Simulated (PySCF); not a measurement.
**C₄H₁₀F₂OSi₂: density, localisation and related maps**

```tsv
atom	x (Å)	y (Å)	z (Å)
C	3.8165	0.3320	-0.6169
O	2.4707	0.6059	-0.3801
Si	1.2109	-0.4146	-0.4327
Si	-0.4500	1.0776	0.1083
C	-2.0635	0.0832	0.2108
C	-2.0570	-1.4138	0.2602
C	-3.1992	0.7437	0.2523
F	-4.4317	0.2246	0.3296
F	-3.3057	2.0743	0.2188
H	3.9752	0.0541	-1.6615
H	4.3923	1.2302	-0.3925
H	4.1631	-0.4868	0.0171
H	1.1365	-1.0664	-1.7547
H	1.4498	-1.5484	0.4824
H	-0.6813	2.1523	-0.8678
H	-0.3092	1.7426	1.4147
H	-1.5825	-1.8127	-0.6348
H	-1.4799	-1.7519	1.1189
H	-3.0649	-1.8167	0.3354
```

Geometry: GFN2-xTB.

These are results of PBE0/pcSseg-1, SCF density, gas phase, non-relativistic in PySCF, not measurements.

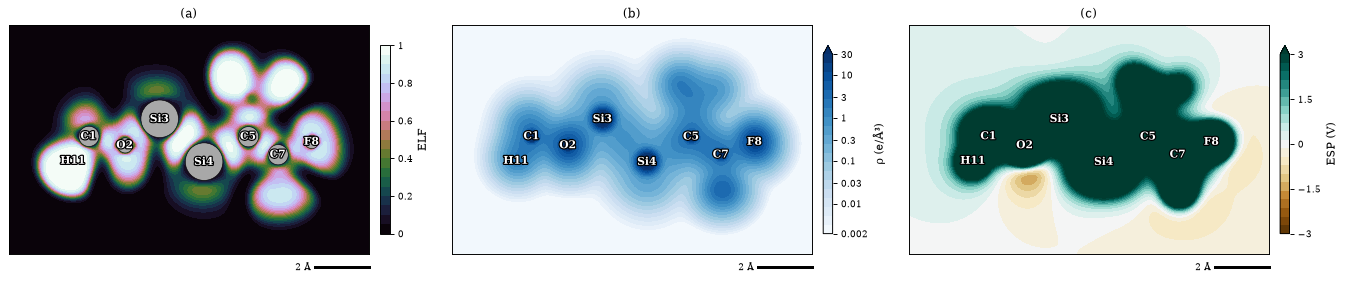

Figure 1. (a) ELF; (b) total electron density; (c) electrostatic potential on the plane of atoms O2, Si3 and Si4. Grey discs cover the atomic cores in the ELF map.

Q: Interpret the plot.

A: The section cuts through C, O, Si, F and H sites. C–C (1.31 Å): ρ is about 2.4 e/Å³ halfway; the ELF peaks at about 0.90 between the atoms: a short, multiple covalent bond. C–F (1.34 Å): ρ at the midpoint is about 2.3 e/Å³; the ELF peaks at about 0.85 between the atoms, as expected for a shared but strongly polarised pair. C–O (1.39 Å): the density is about 2.1 e/Å³ at the midpoint, with its minimum of 1.8 e/Å³ about 0.5 Å from C; the ELF peaks at about 0.90 between the atoms; a polar covalent bond. Si–O (1.62 Å): ρ is about 1.2 e/Å³ halfway; the ELF peaks at about 0.85 between the atoms, as expected for a polar covalent bond. C–Si (1.90 Å): ρ is about 0.89 e/Å³ halfway; the ELF peaks at about 0.95 between the atoms, as expected for a shared electron pair. The ELF also peaks beside F9, O2 and F8, away from the bonds: lone-pair regions. Outside the dense part of the molecule the potential is most negative (−1.5 V) near O2.

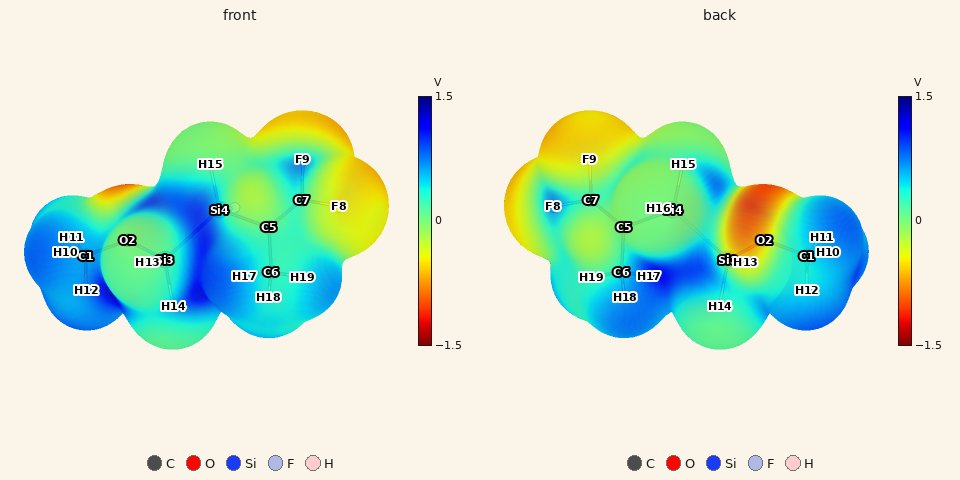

Figure 2. The electrostatic potential painted on the density surface at 0.002 e/bohr³, seen from the front and from behind; red is negative and blue positive.

Q: Where is the surface potential most negative and most positive?

A: The most negative region (about −1.0 V) lies over O2, the most positive (about +1.2 V) over Si3 and Si4. O2 is the likeliest acceptor of a hydrogen bond.

Q: What dipole moment does the calculation give?

A: Its dipole moment is 2.81 D.
